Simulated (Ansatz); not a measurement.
# SrLi2SnS4: complex band structure, part 2 of 3

Wanted: the relaxed cell of SrLi2SnS4, its band edges and its decay constants. It is built by putting Sr for Pb, Sn for Ge in the Li2GePbS4 structure of space group I-42m, with the volume rescaled by atomic radii. The parent structure comes from the Materials Project.

Ansatz 0.2.0; r2SCAN DFT, plane waves, PAW files (the session's first sound run).

So far. Step 2 (Cell and atoms at rest): The largest force component on a free atom ends at 0.0054 eV/Å.

The structure was built from a prototype and need not be the compound's stable phase.

**3. The bulk crystal and its band edges**

The energy window and the wavevectors of the next steps follow from the band edges, so these are searched first, off the mesh as well.

The input, input.yaml:

```yaml
crystal:
  lattice:
    - [-3.3472328363, 3.3472328363, 4.0030940967]
    - [3.3472328363, -3.3472328363, 4.0030940967]
    - [3.3472328363, 3.3472328363, -4.0030940967]
  atoms:
    - { symbol: Li, position: [0.75, 0.25, 0.5] }
    - { symbol: Li, position: [0.25, 0.75, 0.5] }
    - { symbol: Sn, position: [0.5, 0.5, 0.0] }
    - { symbol: Sr, position: [0.0, 0.0, 0.0] }
    - { symbol: S, position: [0.4641313695, 0.878728984, 0.0] }
    - { symbol: S, position: [0.121271016, 0.121271016, 0.5854023855] }
    - { symbol: S, position: [0.5358686305, 0.5358686305, 0.4145976145] }
    - { symbol: S, position: [0.878728984, 0.4641313695, 0.0] }
kpoints:
  mp_grid: { grid: [6, 6, 6] }
  band_path: { path: [VBM, CBM], npoints: 30 }
scf:
  occupations: { method: fixed }
hamiltonian:
  xc: r2scan
output:
  eigenvalues: true
  write_potential: true
  write_density: true
  volumetric_format: npy
  elf: true
```

Run with:

```sh
$ ansatz run input.yaml --threads 2 --pin off --max-ram 4096MiB --backend cpu --events-out ev --progress --plain --runs-dir out
```

Numbers of over 12 decimals in the logs are rounded to 6 here.

Log:

```text
[...]
Crystal: 8 atoms, lattice volume = 179.402 Å³
Basis set: ecut = 500 eV, 4559 PW (Γ), exchange–correlation on 192×192×192 points (64 copies of the dense FFT grid, shifted against one another)
Bands: 35, of which v1, the nominal top of the filled ones, is band 27 counted from 1 (26 counted from 0)
Symmetry: 8 space group operations
[...]
k-points: 30 of 216 (time reversal used)
[...]
SCF iter   1: F=—  HF=-13638.587790 eV  |F-HF|=—  |Δ(HF+E_count)|=         —  Δρ=4.59e-3  dr2=2.12e-2  dr2_τ=3.38e-2  ethr=1.77e-3  ⟨swp⟩=6.0  Hψ=4369  notcnv=0  defer=156
[...]
SCF iter   6: F=-13638.702539 eV  HF=-13638.702539 eV  |F-HF|=2.20e-8  |Δ(HF+E_count)|=   1.23e-6  Δρ=4.54e-6  dr2=4.32e-8  dr2_τ=2.20e-9  ethr=1.85e-10  ⟨swp⟩=12.8  Hψ=6971  notcnv=0
SCF 1 converged in 6 iterations: F = -13638.702539 eV  dr2 = 4.32e-8
[...]
NSCF: frozen V_eff on 30 k-points
[...]
SCF converged after 6 iterations
Free energy (F): -13638.702539 eV
[...]
Internal energy: -13638.702539 eV  (E = F + TS)
E sigma→0 (E₀):  -13638.702539 eV
Fermi energy:    4.584720 eV
[...]
--- Band table (eV; the first three rows and the last of 30) ---
  k-point 0: bands = [... 23 lower, 3.6381, 4.0992, 4.2083, 4.2083, 7.6508, 8.9696, 9.6546, 10.0983, ... 4 higher]
  k-point 1: bands = [... 23 lower, 3.7973, 3.9001, 4.0557, 4.0646, 7.8397, 8.9299, 9.3499, 9.9940, ... 4 higher]
  k-point 2: bands = [... 23 lower, 3.5839, 3.7005, 3.8287, 4.0818, 7.9099, 9.0986, 9.4258, 9.6850, ... 4 higher]
  k-point 29: bands = [... 23 lower, 2.8491, 4.1061, 4.1061, 4.5847, 7.5606, 9.1723, 9.1723, 9.5509, ... 4 higher]
```

It took 12 s on 2 threads of AMD EPYC 9R45, shared host; peak memory 0.92 GiB; 23 s of CPU time.

This step gave:

| Quantity | Value |
| --- | --- |
| Fermi energy | 4.585 eV |
| gap on the k-mesh | 2.976 eV |
| gap on path | 2.976 eV, by band count; negative where bands overlap |
| direct gap on path | 2.976 eV |
| edge places on path | 0, 0 1/A along the path |

Levels at VBM (eV): -6.26, -2.96, -2.82, -2.22, -2.22, -2.04, -1.99, -1.99, -1.74, -0.48, -0.48, 0.00, 2.98, 4.59, 4.59, 4.97, 5.87, 6.28, 6.79, 6.79.

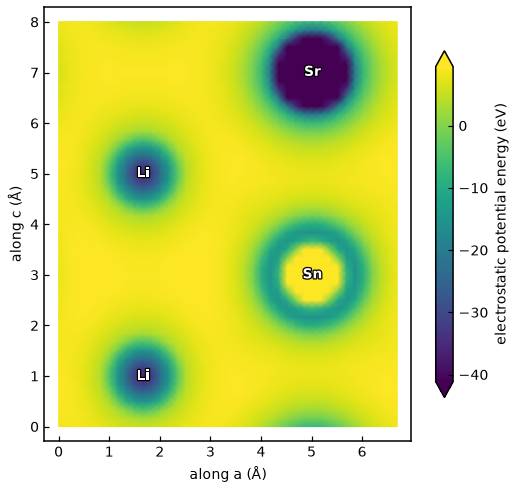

Electrostatic potential energy in the ac plane of the conventional cell at fractional y = 0.000, with atoms of Li and Sn and Sr within 0.2 Å of it. With pseudopotentials it is smooth inside the atoms' cores, unlike the true potential. The map starts off the cell's origin, so that atoms lie inside it.

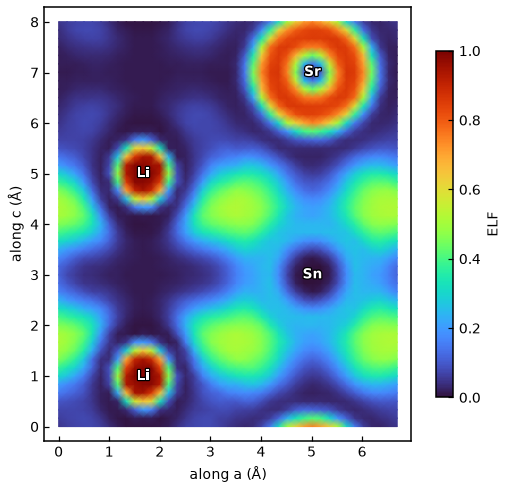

ELF in the ac plane of the conventional cell at fractional y = 0.000, with atoms of Li and Sn and Sr within 0.2 Å of it. It is the smooth field of the valence electrons, not physical close to the nuclei. The map starts off the cell's origin, so that atoms lie inside it.

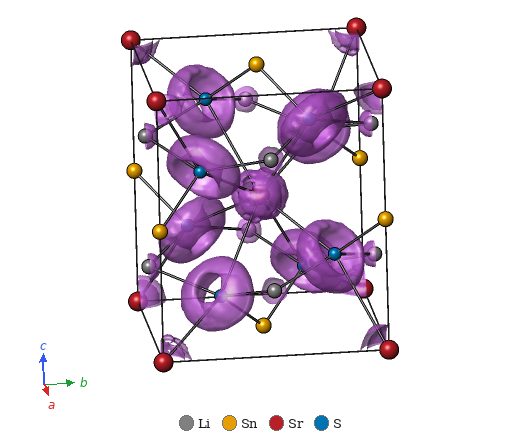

Surface of ELF = 0.85.

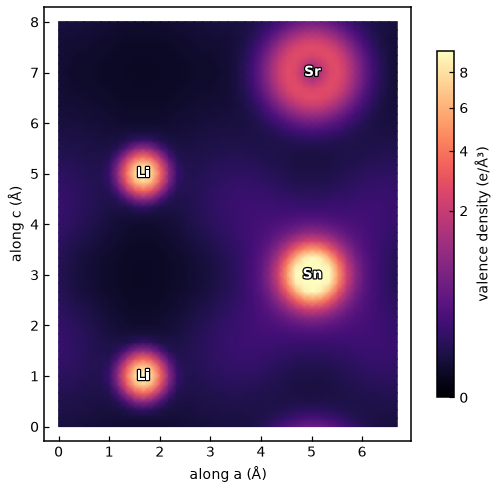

Valence density in the ac plane of the conventional cell at fractional y = 0.000, with atoms of Li and Sn and Sr within 0.2 Å of it. It is the smooth field of the valence electrons, not physical close to the nuclei. The map starts off the cell's origin, so that atoms lie inside it. The colour scale is stretched toward low values.

The searched edges give 2.98 eV, as on the mesh.

**4. Decaying states in the gap**

This step: r2SCAN DFT, plane waves, PAW files; complex bands by layer matching along the plane's normal (Ansatz 0.2.0).

The same crystal is laid in a cell whose first two vectors span the (110) plane (indices of the standard conventional cell, whose axes can be ordered otherwise than in the bulk input). At fixed energy and wavevector in the plane the solver finds all kz, real and complex. A few wavevectors are listed, (0, 0) and (-0.5, -0.5) in units of the plane's reciprocal vectors; the slowest state needn't be among them.

The input, input.yaml:

```yaml
crystal:
  lattice:
    - [6.199411074, 0.0, 0.0]
    - [-1.029641832, 6.113308054, 0.0]
    - [2.584884621, 3.056654027, 4.733702074]
  atoms:
    - { symbol: Li, position: [0.25, 0.75, 0.5] }
    - { symbol: Li, position: [0.75, 0.25, 0.5] }
    - { symbol: Sn, position: [0.5, 0.5, 0.0] }
    - { symbol: Sr, position: [0.0, 0.0, 0.0] }
    - { symbol: S, position: [0.4641313695, 0.878728984, 0.0] }
    - { symbol: S, position: [0.5358686305, 0.5358686305, 0.5854023855] }
    - { symbol: S, position: [0.121271016, 0.121271016, 0.4145976145] }
    - { symbol: S, position: [0.878728984, 0.4641313695, 0.0] }
kpoints:
  mp_grid: { grid: [6, 6, 6] }
scf:
  occupations: { method: fixed }
hamiltonian:
  xc: r2scan
output:
  eigenvalues: true
  transmission:
    leads: [[0, 0]]
    kpoints: [[0.0, 0.0], [-0.5, -0.5]]
    e_range: [-1.0, 3.98]
    de: 0.12
```

Log:

```text
[...]
Crystal: 8 atoms, lattice volume = 179.402 Å³
Basis set: ecut = 500 eV, 4559 PW (Γ), exchange–correlation on 192×192×192 points (64 copies of the dense FFT grid, shifted against one another)
Bands: 35, of which v1, the nominal top of the filled ones, is band 27 counted from 1 (26 counted from 0)
Symmetry: 8 space group operations
[...]
k-points: 30 of 216 (time reversal used)
[...]
SCF iter   1: F=—  HF=-13638.587812 eV  |F-HF|=—  |Δ(HF+E_count)|=         —  Δρ=4.59e-3  dr2=2.12e-2  dr2_τ=3.38e-2  ethr=1.77e-3  ⟨swp⟩=6.0  Hψ=4382  notcnv=0  defer=158
[...]
SCF iter   6: F=-13638.702539 eV  HF=-13638.702539 eV  |F-HF|=2.14e-8  |Δ(HF+E_count)|=   1.22e-6  Δρ=4.55e-6  dr2=4.43e-8  dr2_τ=2.22e-9  ethr=1.85e-10  ⟨swp⟩=12.8  Hψ=6984  notcnv=0
SCF 1 converged in 6 iterations: F = -13638.702539 eV  dr2 = 4.43e-8
[...]
transmission: 9 of 18 steps passed
transmission: 18 of 18 steps passed
SCF converged after 6 iterations
Free energy (F): -13638.702539 eV
[...]
Internal energy: -13638.702539 eV  (E = F + TS)
E sigma→0 (E₀):  -13638.702539 eV
Fermi energy:    4.584719 eV
[...]
--- Band table (eV; the first three rows and the last of 30) ---
  k-point 0: bands = [... 23 lower, 3.6381, 4.0992, 4.2083, 4.2083, 7.6508, 8.9695, 9.6546, 10.0983, ... 4 higher]
  k-point 1: bands = [... 23 lower, 3.7973, 3.9001, 4.0557, 4.0646, 7.8397, 8.9299, 9.3499, 9.9940, ... 4 higher]
  k-point 2: bands = [... 23 lower, 3.5839, 3.7005, 3.8287, 4.0818, 7.9099, 9.0986, 9.4258, 9.6850, ... 4 higher]
  k-point 29: bands = [... 23 lower, 2.8491, 4.1061, 4.1061, 4.5847, 7.5606, 9.1723, 9.1723, 9.5509, ... 4 higher]
--- Transmission ---
  basis      : 399 plane waves across, 9 finite elements along
  points     : 2, as listed
  energies   : 42 from -1.000000 to 3.920000 eV about the Fermi level, 0.120000 eV apart; the leads are filled to 1.487925 eV, and channels, transmission and decay are at 1.520000 eV
  crystal 0  : Sr1Sn1S4Li2, at the sites [0, 0], period 4.7337 Å: whole cells are its period
    offset         : up to 0.0000 Å between an atom of the period and one for which it stands
    channels       : 0.000000e0 a spin
    conductance    : none, the energies end too early or step too widely for 300 K: set another output.transmission.e_range or a lower de, or, where they end at an eighth of basis.ecutwfc, a higher one
    slowest decay  : 0.2819 /Å at (0.0000, 0.0000)
```

Wall time 52 s (2 threads); peak memory 1.8 GiB; 86 s of CPU time.

Numbers from this step:

```yaml
level_to_which_the_leads_are_filled: 1.488 eV from the Fermi level
decay_constant_at_the_filling_level_zone_centre: 0.2819 Å⁻¹
decay_constant_at_the_filling_level_slowest_listed_point: 0.2819 Å⁻¹
```

K parallel (0, 0); values up to 1.5 1/Å, a degenerate pair printed once or twice; energies at which all values exceed this have no row. Table of Im kz of the slowest decaying states by energy, zero at the highest filled level on the SCF mesh:

```csv
energy (eV),decay 1 (Å⁻¹),decay 2 (Å⁻¹),decay 3 (Å⁻¹),decay 4 (Å⁻¹)
-1.000,0.0995,0.184,0.411,1.15
-0.520,0.0549,0.287,0.321,1.11
-0.040,0.175,0.283,0.309,0.349
0.440,0.242,0.372,0.381,0.407
1.040,0.277,0.375,0.424,0.498
1.520,0.282,0.365,0.438,0.550
2.000,0.269,0.342,0.439,0.598
2.480,0.231,0.306,0.430,0.628
2.960,0.121,0.241,0.408,0.549
3.440,0.0423,0.157,0.370,0.477
```

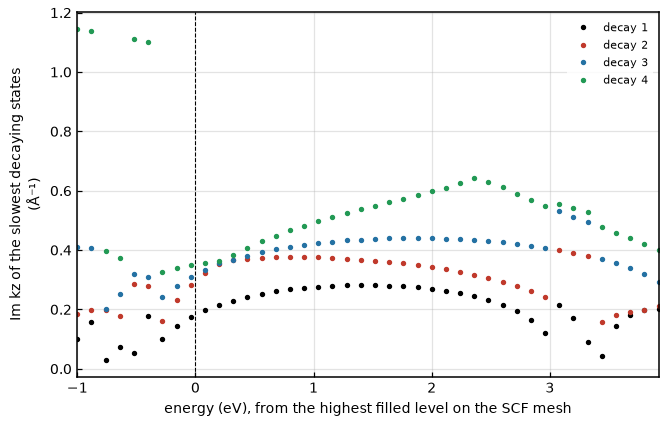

Im kz of the slowest decaying states, plotted against energy.

K parallel (-0.5, -0.5); values up to 1.5 1/Å, a degenerate pair printed once or twice; energies at which all values exceed this have no row. Im kz of the slowest decaying states against energy, zero at the highest filled level on the SCF mesh:

```
energy (eV)  decay 1 (Å⁻¹)  decay 2 (Å⁻¹)  decay 3 (Å⁻¹)  decay 4 (Å⁻¹)
     -1.000          0.145          0.285          0.617          0.755
     -0.520          0.373          0.510          0.657          0.737
     -0.040          0.353          0.380          0.398          0.403
      0.440          0.272          0.419          0.419          0.431
      1.040          0.397          0.397          0.444          0.452
      1.520          0.368          0.445          0.457          0.482
      2.000          0.324          0.435          0.453          0.509
      2.480          0.254          0.414          0.440          0.511
      2.960         0.0527          0.372          0.417          0.477
      3.440          0.122          0.378          0.424          0.431
```

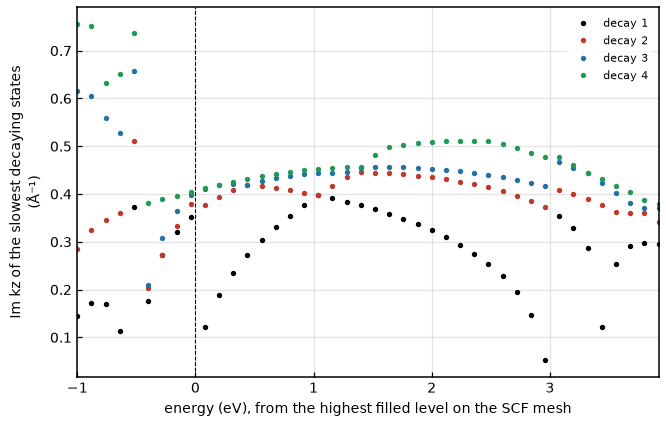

Im kz of the slowest decaying states against energy.

At the listed wavevectors the last open channel is at -0.04 eV and the next at +3.08 eV on the grid. At +1.52 eV, the grid energy nearest the filling level (the middle of the gap on the SCF mesh), the slowest state at the listed wavevectors decays with κ = 0.282 Å⁻¹, its amplitude falling by e over 3.5 Å. Through 1 nm of this crystal that state's transmission falls by exp(−2 × 0.282 Å⁻¹ × 10 Å) = 0.0036.

**5. Decay over the two-dimensional zone**

The listed points could miss the slowest state, so one energy near mid-gap is solved on a mesh of 8×8.

Edit input.yaml of step 4 so:

```diff
@@ -22,6 +22,2 @@
   eigenvalues: true
-  transmission:
-    leads: [[0, 0]]
-    kpoints: [[0.0, 0.0], [-0.5, -0.5]]
-    e_range: [-1.0, 3.98]
-    de: 0.12
+  transmission: { leads: [[0, 0]], kmesh: [8, 8], e_range: [1.49, 1.5], de: 0.05 }
```

Log:

```text
[...]
Crystal: 8 atoms, lattice volume = 179.402 Å³
Basis set: ecut = 500 eV, 4559 PW (Γ), exchange–correlation on 192×192×192 points (64 copies of the dense FFT grid, shifted against one another)
Bands: 35, of which v1, the nominal top of the filled ones, is band 27 counted from 1 (26 counted from 0)
Symmetry: 8 space group operations
[...]
k-points: 30 of 216 (time reversal used)
[...]
SCF iter   1: F=—  HF=-13638.587812 eV  |F-HF|=—  |Δ(HF+E_count)|=         —  Δρ=4.59e-3  dr2=2.12e-2  dr2_τ=3.38e-2  ethr=1.77e-3  ⟨swp⟩=6.0  Hψ=4382  notcnv=0  defer=158
[...]
SCF iter   6: F=-13638.702539 eV  HF=-13638.702539 eV  |F-HF|=2.14e-8  |Δ(HF+E_count)|=   1.22e-6  Δρ=4.55e-6  dr2=4.43e-8  dr2_τ=2.22e-9  ethr=1.85e-10  ⟨swp⟩=12.8  Hψ=6984  notcnv=0
SCF 1 converged in 6 iterations: F = -13638.702539 eV  dr2 = 4.43e-8
[...]
transmission: 36 of 189 steps passed
transmission: 54 of 189 steps passed
[...]
transmission: 189 of 189 steps passed
SCF converged after 6 iterations
Free energy (F): -13638.702539 eV
[...]
Internal energy: -13638.702539 eV  (E = F + TS)
E sigma→0 (E₀):  -13638.702539 eV
Fermi energy:    4.584719 eV
[...]
--- Band table (eV; the first three rows and the last of 30) ---
  k-point 0: bands = [... 23 lower, 3.6381, 4.0992, 4.2083, 4.2083, 7.6508, 8.9695, 9.6546, 10.0983, ... 4 higher]
  k-point 1: bands = [... 23 lower, 3.7973, 3.9001, 4.0557, 4.0646, 7.8397, 8.9299, 9.3499, 9.9940, ... 4 higher]
  k-point 2: bands = [... 23 lower, 3.5839, 3.7005, 3.8287, 4.0818, 7.9099, 9.0986, 9.4258, 9.6850, ... 4 higher]
  k-point 29: bands = [... 23 lower, 2.8491, 4.1061, 4.1061, 4.5847, 7.5606, 9.1723, 9.1723, 9.5509, ... 4 higher]
--- Transmission ---
  basis      : 399 plane waves across, 9 finite elements along
  points     : 21, standing for a mesh of 8 x 8
  energies   : 1 from 1.490000 to 1.490000 eV about the Fermi level; the leads are filled to 1.487925 eV, and channels, transmission and decay are at 1.490000 eV
[...]
channels       : 0.000000e0 a spin
    conductance    : none, crystal 0 has no channel at the energies, or these end too early or step too widely for 300 K: set another output.transmission.e_range or a lower de, or, where they end at an eighth of basis.ecutwfc, a higher one
    slowest decay  : 0.2821 /Å at (0.0000, 0.0000)
```

Wall time 44 s (2 threads); peak memory 1.9 GiB; 88 s of CPU time.

Numbers from this step:

* least decay constant on the mesh: 0.2821 Å⁻¹

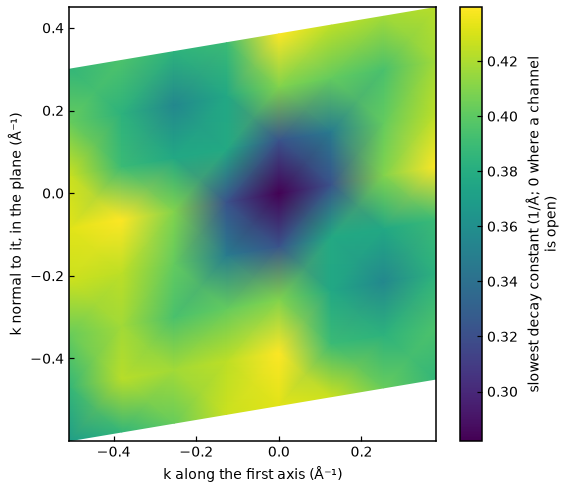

Slowest decay constant (1/Å; 0 where a channel is open) over k1 and k2. At 1.4900 eV from the Fermi level.

The least value on the mesh is 0.282 Å⁻¹ at +1.49 eV. At that energy the listed points give about 0.282 Å⁻¹ by interpolation, so the mesh holds no clearly slower state.

**6. Band edges at another level, cutoff 420 eV**

This step: PBEsol DFT, plane waves, PAW files (Ansatz 0.2.0).

The edges again with PBEsol, at the same atoms. Against that run the cutoff is 420 eV against 500.

The input, input.yaml:

```yaml
crystal:
  lattice:
    - [-3.3472328363, 3.3472328363, 4.0030940967]
    - [3.3472328363, -3.3472328363, 4.0030940967]
    - [3.3472328363, 3.3472328363, -4.0030940967]
  atoms:
    - { symbol: Li, position: [0.75, 0.25, 0.5] }
    - { symbol: Li, position: [0.25, 0.75, 0.5] }
    - { symbol: Sn, position: [0.5, 0.5, 0.0] }
    - { symbol: Sr, position: [0.0, 0.0, 0.0] }
    - { symbol: S, position: [0.4641313695, 0.878728984, 0.0] }
    - { symbol: S, position: [0.121271016, 0.121271016, 0.5854023855] }
    - { symbol: S, position: [0.5358686305, 0.5358686305, 0.4145976145] }
    - { symbol: S, position: [0.878728984, 0.4641313695, 0.0] }
kpoints:
  mp_grid: { grid: [6, 6, 6] }
  band_path: { path: [VBM, CBM], npoints: 30 }
scf:
  occupations: { method: fixed }
hamiltonian:
  xc: pbesol
output:
  eigenvalues: true
```

Log:

```text
[...]
Crystal: 8 atoms, lattice volume = 179.402 Å³
Basis set: ecut = 420 eV, 3493 PW (Γ)
Bands: 35, of which v1, the nominal top of the filled ones, is band 27 counted from 1 (26 counted from 0)
Symmetry: 8 space group operations
[...]
k-points: 30 of 216 (time reversal used)
[...]
SCF iter   1: F=—  HF=-13397.619369 eV  |F-HF|=—  |Δ(HF+E_count)|=         —  Δρ=3.94e-3  dr2=4.75e-2  ethr=1.77e-3  ⟨swp⟩=5.9  Hψ=4303  notcnv=0  defer=159
[...]
SCF iter   7: F=-13397.606742 eV  HF=-13397.606742 eV  |F-HF|=2.33e-10  |Δ(HF+E_count)|=   1.50e-7  Δρ=1.92e-6  dr2=1.31e-8  ethr=1.85e-10  ⟨swp⟩=12.6  Hψ=5356  notcnv=0
SCF 1 converged in 7 iterations: F = -13397.606742 eV  dr2 = 1.31e-8
[...]
SCF converged after 7 iterations
Free energy (F): -13397.606742 eV
[...]
Internal energy: -13397.606742 eV  (E = F + TS)
E sigma→0 (E₀):  -13397.606742 eV
Fermi energy:    4.762073 eV
[...]
--- Band table (eV; the first three rows and the last of 30) ---
  k-point 0: bands = [... 23 lower, 3.7910, 4.2754, 4.3818, 4.3818, 7.1979, 8.5985, 9.2457, 9.6568, ... 4 higher]
  k-point 1: bands = [... 23 lower, 3.9725, 4.0560, 4.2265, 4.2333, 7.4661, 8.5478, 8.8794, 9.5745, ... 4 higher]
  k-point 2: bands = [... 23 lower, 3.7607, 3.8745, 4.0043, 4.2563, 7.5909, 8.6848, 8.9411, 9.2728, ... 4 higher]
  k-point 29: bands = [... 23 lower, 3.0166, 4.2821, 4.2821, 4.7621, 7.2257, 8.7195, 8.7195, 9.1039, ... 4 higher]
```

Wall time 6.9 s (2 threads); peak memory 0.54 GiB; 13 s of CPU time.

This step gave:

```
free energy         : -13397.6067 eV
Fermi energy        : 4.762 eV
gap on the k-mesh   : 2.436 eV
gap on path         : 2.436 eV, by band count; negative where bands overlap
direct gap on path  : 2.464 eV
edge places on path : 0, 1.542 1/A along the path
```

Electronic bands along the path, in eV, zero at the Fermi level (highest filled level under fixed occupations); v1 is the highest filled band, c1 the lowest empty one:

```
point     v4     v3     v2     v1    c1    c2    c3    c4
  VBM  -1.75  -0.48  -0.48   0.00  2.46  3.96  3.96  4.34
  CBM  -0.97  -0.49  -0.38  -0.38  2.44  3.84  4.48  4.89
```

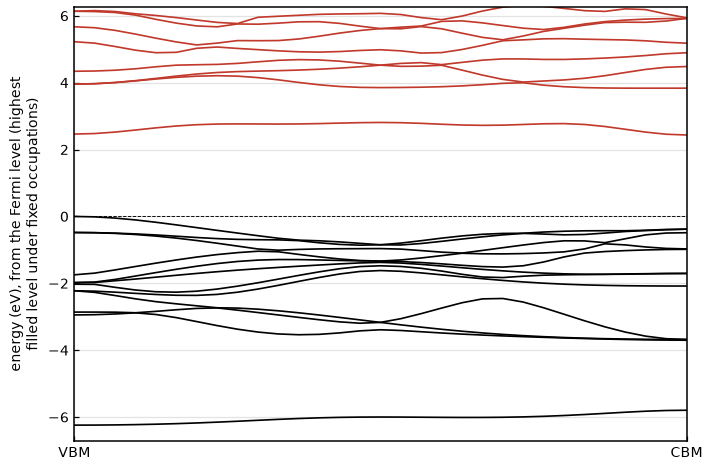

Electronic bands along the path; lines of filled and empty bands in two colours.

The searched edges give 2.44 eV, as on the mesh.

Between step 3 and this run (PBEsol and cutoff 420 eV) the value for the gap on path moves from 2.98 eV to 2.44 eV.

(Continued in part 3 of 3.)

[Logs are printed without paths, hosts, clocks, repeated set-up lines and the standing remarks that a program may print on its own settings, such as how far it seeks lower states.]

[Hosts, paths, dates, database ids (printed as entryN), source tags and the programs' standing remarks are cut or masked in the printed files.]
